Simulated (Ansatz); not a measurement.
**Dielectric response of BaHfO3 (001), HfO2 faces films**

Wanted: ε of perovskite BaHfO3 (001), HfO2 faces by finite fields on slabs, and the band edges against the vacuum where run.

Program: Ansatz 0.2.0. Level of theory: plane-wave DFT, PBE, Ansatz PAW, in the first sound run; inputs show where later runs differ. Results are calculated unless marked as measured.

## 1. The structure

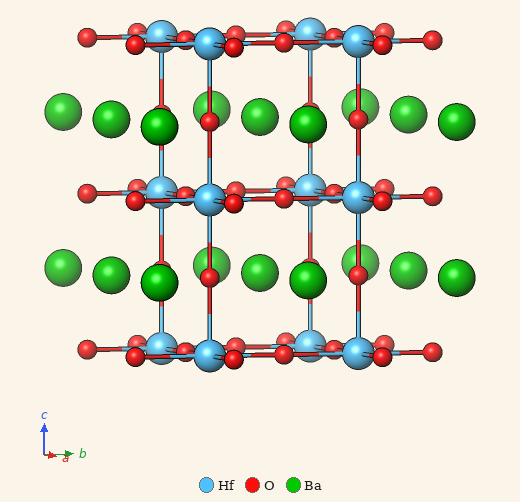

The cell as given, from the side, with the c axis up (hafnium blue, oxygen red, barium green). 2×2×1 cells are drawn. Some periodic images of atoms are drawn too.

The cell holds 13 atoms: 3 Hf, 8 O and 2 Ba. Cell: a = 4.170 Å, b = 4.170 Å, c = 26.340 Å, α = 90.0°, β = 90.0°, γ = 90.0°. It derives from BaHfO3 (perovskite BaHfO3). Vacuum lies along c.

## 2. Relaxation, 13 atoms, units 2

The structure is relaxed first, because levels and dipoles at a surface follow the positions of the outer atoms.

input.yaml reads:

```yaml
crystal:
  lattice:
    - [4.17, 0.0, 0.0]
    - [0.0, 4.17, 0.0]
    - [0.0, 0.0, 26.34]
  atoms:
    - { symbol: Hf, position: [0.5, 0.5, 0.3416856492] }
    - { symbol: O, position: [0.0, 0.5, 0.3416856492] }
    - { symbol: O, position: [0.5, 0.0, 0.3416856492] }
    - { symbol: Ba, position: [0.0, 0.0, 0.4208428246] }
    - { symbol: O, position: [0.5, 0.5, 0.4208428246] }
    - { symbol: Hf, position: [0.5, 0.5, 0.5] }
    - { symbol: O, position: [0.0, 0.5, 0.5] }
    - { symbol: O, position: [0.5, 0.0, 0.5] }
    - { symbol: Ba, position: [0.0, 0.0, 0.5791571754] }
    - { symbol: O, position: [0.5, 0.5, 0.5791571754] }
    - { symbol: Hf, position: [0.5, 0.5, 0.6583143508] }
    - { symbol: O, position: [0.0, 0.5, 0.6583143508] }
    - { symbol: O, position: [0.5, 0.0, 0.6583143508] }
kpoints:
  mp_grid: { grid: [6, 6, 1] }
hamiltonian:
  xc: pbe
scf:
  occupations: { method: fixed }
  convergence: { dr2_threshold: 1.0e-09 }
efield:
  axis: 3
  dipole_correction: true
  ramp_position: 0.97
  ramp_width: 0.06
relax:
  f_tol: 0.003
  max_steps: 100
output:
  write_potential: true
  write_density: true
  volumetric_format: npy
```

Run with:

```console
> ansatz run input.yaml --threads 4 --pin off --max-ram 16384MiB --backend cpu --events-out ev --progress --plain --runs-dir out
```

Then come: single point on the relaxed film, 13 atoms, units 2; single point, 13 atoms, units 2, field 0.05 V/Å; single point, 13 atoms, units 2, field -0.05 V/Å; response with the atoms held, 13 atoms, units 2; relaxing in the field, 13 atoms, field 0.03 V/Å; field on, atoms free, 13 atoms, field -0.03 V/Å; response with the atoms relaxed, 13 atoms, units 2; relaxing the film, 18 atoms, units 3; single point on the relaxed film, 18 atoms, units 3; single point, 18 atoms, units 3, field 0.05 V/Å; single point, 18 atoms, units 3, field -0.05 V/Å; response with the atoms held, 18 atoms, units 3; relaxing the film, 23 atoms, units 4; the relaxed film, single point, 23 atoms, units 4; single point, 23 atoms, units 4, field 0.05 V/Å; atoms held, 23 atoms, units 4, field -0.05 V/Å; response with the atoms held, 23 atoms, units 4; field on, atoms free, 23 atoms, units 4, field 0.03 V/Å; field on, atoms free, 23 atoms, units 4, field -0.03 V/Å; response with the atoms relaxed, 23 atoms, units 4; relaxing the film, 28 atoms, units 5; the relaxed film, single point, 28 atoms, units 5; single point, 28 atoms, units 5, field 0.05 V/Å; single point, 28 atoms, units 5, field -0.05 V/Å; response with the atoms held, 28 atoms, units 5; field on, atoms free, 28 atoms, units 5, field 0.03 V/Å; relaxing in the field, 28 atoms, units 5, field -0.03 V/Å; response with the atoms relaxed, 28 atoms, units 5; relaxation, 33 atoms, units 6; comparing the runs; single point on the relaxed film, 33 atoms, units 6; single point, 33 atoms, units 6, field 0.05 V/Å; single point, 33 atoms, units 6, field -0.05 V/Å; response with the atoms held, 33 atoms, units 6; electronic ε from the series; static ε from the series; the bulk crystal; band edges against the vacuum, levels PBE; the bulk with HSE06, k-mesh 6×6×6; band edges against the vacuum, levels HSE06; A changed input; the same run with other settings.

Q: Predict the electronic ε from the thickness series; and local electronic ε, middle of 6 units.

The films give an electronic ε of 4.67 and a static ε of 51.6. The slope of the series and the field inside the thickest film give 4.67 and 4.66, in agreement. Ions raise ε from 4.67 to 51.6. A static value this large rests on a slope near 1, so small errors in the relaxed forces change it much, and it depends strongly on the in-plane lattice constant.

- electronic ε from the thickness series: 4.67
- static ε from the thickness series: 51.6
- local electronic ε, middle of 6 units: 4.66
- ionisation energy, levels by PBE: 5.52 eV
- electron affinity, levels by PBE: 1.85 eV
- ionisation energy, levels by HSE06: 6.58 eV
- electron affinity, levels by HSE06: 1.39 eV

The field inside the thickest relaxed film gives 71.6 instead, so the static ε is not settled: the relaxed surfaces still change with thickness. HSE06 levels deepen the valence edge by 1.05 eV on the same PBE surface dipole. The alignment warns that the averaged potential still varies by 0.13 eV in the slab's middle, which the band edges carry as an error. The in-plane lattice constants are held at typed bulk values. Semilocal functionals tend to overestimate the electronic ε a little.

[Logs are printed without paths, hosts, clocks, repeated set-up lines and the standing remarks that a program may print on its own settings, such as how far it seeks lower states.]

[Hosts, paths, dates, database ids (printed as entryN), source tags and the programs' standing remarks are cut or masked in the printed files.]

[Maps of the electrostatic potential energy from Ansatz leave out the sawtooth potential of an applied field or a dipole correction, so their vacuum need not be flat; planar profiles and work functions include it.]
